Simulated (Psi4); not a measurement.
# CCSD/aug-cc-pVDZ run of SiH3OF (SMILES O[SiH2]F)

What is the energy change on altering one bond length of SiH3OF at CCSD/aug-cc-pVDZ? 

The results are computed with Psi4 1.11.

**1. The structure to begin with**

The species is SiH3OF (6 atoms), meant as a singlet with charge 0. SMILES: `O[SiH2]F`. The shape is that of a PBE0-D4/def2-TZVP optimisation. This is one conformer, not always the lowest.

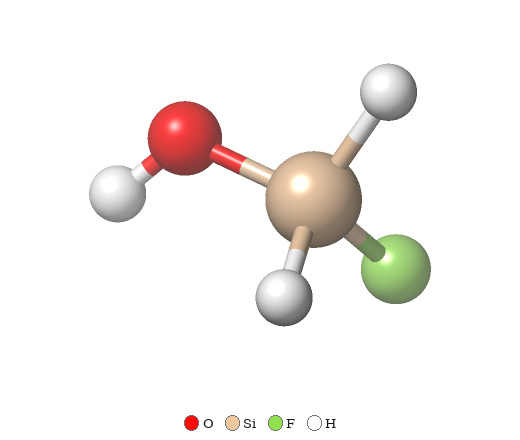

Viewed from a chosen angle; oxygen red, silicon light orange, fluorine green, hydrogen white.

**2. A single-point energy at CCSD/aug-cc-pVDZ**

calc.dat reads:

```
memory 1600 mb

molecule {
  O
  Si 1 1.6296
  F 2 1.596141 1 110.95229
  H 1 0.957974 2 119.10642 3 71.76687
  H 2 1.474171 3 108.21269 1 -116.31986
  H 2 1.481683 5 113.7168 1 -123.2902
  symmetry c1
}

set {
  basis           aug-cc-pVDZ
  puream          true
  e_convergence   1e-09
  d_convergence   1e-08
  scf_type        pk
  num_frozen_docc 7
}

energy("ccsd")
```

The run is started by

```bash
$ psi4 -i calc.dat -o calc.out -n 1
```

calc.out:

```text
[...]
  Running in c1 symmetry.
[...]
  Nuclear repulsion =  119.528419464574640
[...]
  Multiplicity = 1
[...]
  Nalpha       = 17
  Nbeta        = 17
[...]
    Number of basis functions: 100
[...]
   @RHF iter   1:  -464.99823524583883   -7.58750e-01   5.22419e-03 ADIIS/DIIS
[...]
   @RHF iter  11:  -465.10781183457135   -3.24007e-12   3.44667e-09 DIIS
[...]
    Orbital Energies [Eh]
    ---------------------
    Doubly Occupied:
       1A    -68.860786     2A    -26.298197     3A    -20.586440
       4A     -6.198675     5A     -4.306926     6A     -4.305678
       7A     -4.304635     8A     -1.594062     9A     -1.368049
      10A     -0.796468    11A     -0.719784    12A     -0.671158
      13A     -0.670393    14A     -0.612369    15A     -0.559752
      16A     -0.534423    17A     -0.478503
[...]
  @RHF Final Energy:  -465.10781183457135
   => Energetics <=
    Nuclear Repulsion Energy =            119.5284194645746396
    One-Electron Energy =                -883.5398698357920466
    Two-Electron Energy =                 298.9036385366460422
    Total Energy =                       -465.1078118345713506
[...]
 Multipole Moments:
 ------------------------------------------------------------------------------------
     Multipole            Electronic (a.u.)      Nuclear  (a.u.)        Total (a.u.)
 ------------------------------------------------------------------------------------
 L = 1.  Multiply by 2.5417464519 to convert [e a0] to [Debye]
 Dipole X            :          0.1639582           -0.6869914           -0.5230332
 Dipole Y            :         -2.7874140            3.1610464            0.3736325
 Dipole Z            :          0.9267780           -1.1391600           -0.2123820
 Magnitude           :                                                    0.6769572
[...]
      * MP2 total energy                      = -465.620014192482927
[...]
      * CCSD total energy                     = -465.641166666159563
[...]
```

It took 30 s on 1 thread of Intel Xeon Platinum 8488C (Sapphire Rapids), shared host; peak memory 0.91 GiB.

**3. The distorted shape at the same level**

fh3osi.xyz reads:

```xyz
6
FH3OSi
O     -1.038240    -0.239180    -1.081274
Si     0.378300    -0.009300     0.123900
F      0.180800    -0.922800     1.417800
H     -1.898940     0.120220    -0.862774
H      1.595600    -0.458500    -0.575800
H      0.455100     1.385600     0.617600
```

fh3osi.py reads:

```python
import psi4

psi4.set_memory('1600 MB')
psi4.set_num_threads(1)
psi4.core.set_output_file('output.dat', False)

with open('fh3osi.xyz') as f:
    atoms = ''.join(f.readlines()[2:])
geom = psi4.geometry('0 1\n' + atoms + 'symmetry c1')

psi4.set_options(dict(basis='aug-cc-pVDZ', puream=True, e_convergence=1e-09, d_convergence=1e-08, scf_type='pk', num_frozen_docc=7))

e = psi4.energy('ccsd')
print(f'ccsd energy: {e:.10f} Eh')
for k, v in sorted(psi4.core.scalar_variables().items()):
    print(f'{k:45s} {v:18.10f}')
```

The run is started by

```bash
$ python fh3osi.py
```

output.dat:

```text
[...]
  Running in c1 symmetry.
[...]
  Nuclear repulsion =  113.074264932953412
[...]
  Multiplicity = 1
[...]
  Nalpha       = 17
  Nbeta        = 17
[...]
    Number of basis functions: 100
[...]
   @RHF iter   1:  -464.96728901258638   -9.93148e-01   5.36478e-03 DIIS/ADIIS
[...]
   @RHF iter  11:  -465.08686053319047   -7.61702e-12   5.20249e-09 DIIS
[...]
    Orbital Energies [Eh]
    ---------------------
    Doubly Occupied:
       1A    -68.890930     2A    -26.312915     3A    -20.572603
       4A     -6.222790     5A     -4.331168     6A     -4.329345
       7A     -4.329071     8A     -1.606913     9A     -1.308927
      10A     -0.789746    11A     -0.690306    12A     -0.681191
      13A     -0.676625    14A     -0.607868    15A     -0.525814
      16A     -0.503924    17A     -0.486788
[...]
  @RHF Final Energy:  -465.08686053319047
   => Energetics <=
    Nuclear Repulsion Energy =            113.0742649329534117
    One-Electron Energy =                -870.5884053722348881
    Two-Electron Energy =                 292.4272799060910302
    Total Energy =                       -465.0868605331904746
[...]
 Multipole Moments:
 ------------------------------------------------------------------------------------
     Multipole            Electronic (a.u.)      Nuclear  (a.u.)        Total (a.u.)
 ------------------------------------------------------------------------------------
 L = 1.  Multiply by 2.5417464519 to convert [e a0] to [Debye]
 Dipole X            :          0.0684253            0.0449165            0.1133418
 Dipole Y            :         -1.7857892            2.4416482            0.6558590
 Dipole Z            :          2.5942691           -2.4623612            0.1319079
 Magnitude           :                                                    0.6785256
[...]
      * MP2 total energy                      = -465.607110876435115
[...]
      * CCSD total energy                     = -465.627225077598496
```

The script printed:

```text
ccsd energy: -465.6272250776 Eh
CC D1 DIAGNOSTIC                                    0.0376966971
CC D2 DIAGNOSTIC                                    0.1438746440
CC NEW D1 DIAGNOSTIC                                0.0376966971
CC T1 DIAGNOSTIC                                    0.0147616671
CCSD CORRELATION ENERGY                            -0.5403645444
CCSD DOUBLES ENERGY                                -0.5403645444
CCSD ITERATIONS                                    17.0000000000
CCSD OPPOSITE-SPIN CORRELATION ENERGY              -0.4241677516
CCSD SAME-SPIN CORRELATION ENERGY                  -0.1161967928
CCSD SINGLES ENERGY                                 0.0000000000
CCSD TOTAL ENERGY                                -465.6272250776
CURRENT CORRELATION ENERGY                         -0.5403645444
CURRENT ENERGY                                   -465.6272250776
CURRENT REFERENCE ENERGY                         -465.0868605332
DD SOLVATION ENERGY                                 0.0000000000
HF KINETIC ENERGY                                 464.4212336178
HF POTENTIAL ENERGY                              -929.5080941510
HF TOTAL ENERGY                                  -465.0868605332
HF VIRIAL RATIO                                     2.0014332396
MP2 CORRELATION ENERGY                             -0.5202503432
MP2 DOUBLES ENERGY                                 -0.5202503432
MP2 OPPOSITE-SPIN CORRELATION ENERGY               -0.3891858545
MP2 SAME-SPIN CORRELATION ENERGY                   -0.1310644887
MP2 SINGLES ENERGY                                 -0.0000000000
MP2 TOTAL ENERGY                                 -465.6071108764
NUCLEAR REPULSION ENERGY                          113.0742649330
ONE-ELECTRON ENERGY                              -870.5884053722
PCM POLARIZATION ENERGY                             0.0000000000
PE ENERGY                                           0.0000000000
SCF ITERATION ENERGY                             -465.0868605332
SCF ITERATIONS                                     11.0000000000
SCF TOTAL ENERGY                                 -465.0868605332
TWO-ELECTRON ENERGY                               292.4272799061
```

It took 33 s on 1 thread of Intel Xeon Platinum 8488C (Sapphire Rapids), shared host; peak memory 0.91 GiB.

**4. Summary of results**

Level: CCSD/aug-cc-pVDZ, 7 core orbitals frozen.

```
                                                          quantity          value
                                         first shape: total energy  -465.64117 Eh
                  first shape: HOMO energy (Hartree–Fock orbitals)      -13.02 eV
                  first shape: LUMO energy (Hartree–Fock orbitals)        0.93 eV
                first shape: HOMO–LUMO gap (Hartree–Fock orbitals)       13.95 eV
          first shape: correlation energy (7 core orbitals frozen)     -533.4 mEh
                                        first shape: T1 diagnostic          0.013
                                     distorted shape: total energy  -465.62723 Eh
              distorted shape: HOMO energy (Hartree–Fock orbitals)      -13.25 eV
              distorted shape: LUMO energy (Hartree–Fock orbitals)        1.01 eV
            distorted shape: HOMO–LUMO gap (Hartree–Fock orbitals)       14.25 eV
      distorted shape: correlation energy (7 core orbitals frozen)     -540.4 mEh
                                    distorted shape: T1 diagnostic          0.015
energy change with the O1–Si2 bond stretched from 1.630 to 1.874 Å       0.379 eV
```

In words: With the O1–Si2 bond stretched from 1.630 to 1.874 Å the energy rises by 0.38 eV (36.6 kJ/mol). The first shape isn't relaxed at this level, so the change isn't measured from a minimum.
